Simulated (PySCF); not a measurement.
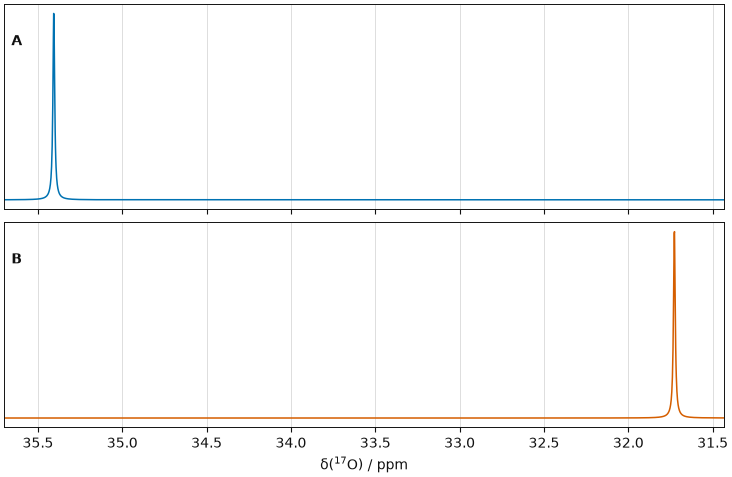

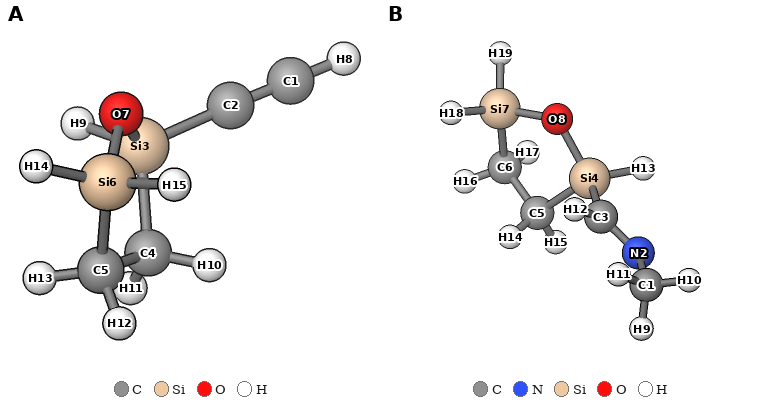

Related molecules: A is C₄H₈OSi₂, SMILES C#C[Si@H]1CC[SiH2]O1; B is C₄H₁₁NOSi₂, SMILES C/N=C/[Si@H]1CC[SiH2]O1. GIAO ¹⁷O shifts against H₂O (¹⁷O: a single water molecule, while the usual scale starts at liquid water and gives values some tens of ppm lower), WP04/pcSseg-1, PySCF 2.14.0, at a PBE0-D3(BJ)/def2-SVP geometry (no frequency check); fully decoupled, line heights follow the number of nuclei within a panel, widths are arbitrary (no quadrupolar broadening); values of one conformer, averaged over methyl-type rotors and exact or near symmetry; other conformers aren't averaged in.

**How does the ¹⁷O shift respond?**

From A (35.4 ppm) to B (31.7 ppm) the nucleus is shielded by 3.7 ppm.
